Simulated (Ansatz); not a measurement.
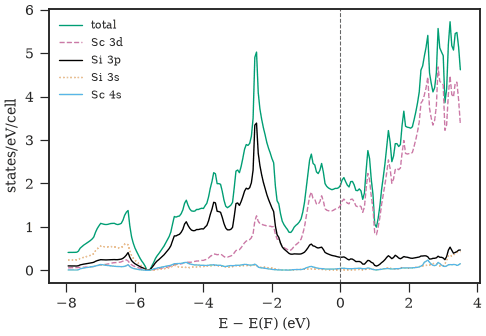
Figure: Total and projected density of states of ScSi in space group Cmcm (No. 63; Sc on 4c, Si on 4c), DFT-r²SCAN in the program Ansatz with PAW potentials

**Question.** Which orbitals carry the states next to the Fermi level?

**Answer.** Within 0.5 eV of the Fermi level: Sc 3d 76 %, Si 3p 16 %, outside the projected shells 6 %. Projections are on Löwdin-orthogonalised atomic valence shells; empty p or d shells of many metals are not among them.

**Question.** Where is the tallest occupied peak in this window, and what makes it?

**Answer.** Near -2.4 eV, about 5.0 states/eV per cell; the largest projected share is Si 3p.

The first step of the workflow began from a Materials Project structure, measured or hypothetical; the Crystallography Open Database copy checked does not list it. Its standing as an ambient phase is unchecked. The cell was relaxed with r²SCAN under the symmetry of its start; whether a distortion lowers the energy is not shown. No spin polarisation was allowed.

Potentials: the earlier of the program's two PAW sets.
